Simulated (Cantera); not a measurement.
Input: 1 mol SiH4, 3.6 mol HCl, 38 mol N2, equilibrated at 10.0 Torr.

Cantera equilibrium calculation (NASA polynomials, part measured and part estimated; ideal gas, pure solids and liquids). Candidate condensed phases: NH4Cl, Si, Si3N4; 28 gas species. N2 is the only nitrogen source here; it is nearly inert below about 1500 K, so the nitride shown seldom forms there in practice. The tables' values for SiCl3 are old estimates; treat these amounts as uncertain. Kinetics and transport are ignored.

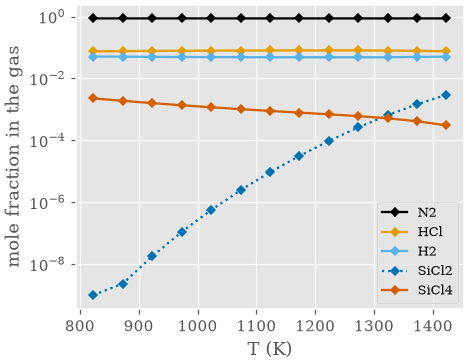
Figure. Equilibrium gas composition (values under 1e-9 drawn at 1e-9)

### Question
Read off the mole fractions at 1323 K.

### Answer
N2 about 0.87, HCl about 0.080, H2 about 0.049, SiCl2 about 0.00065, SiCl4 about 0.00052.
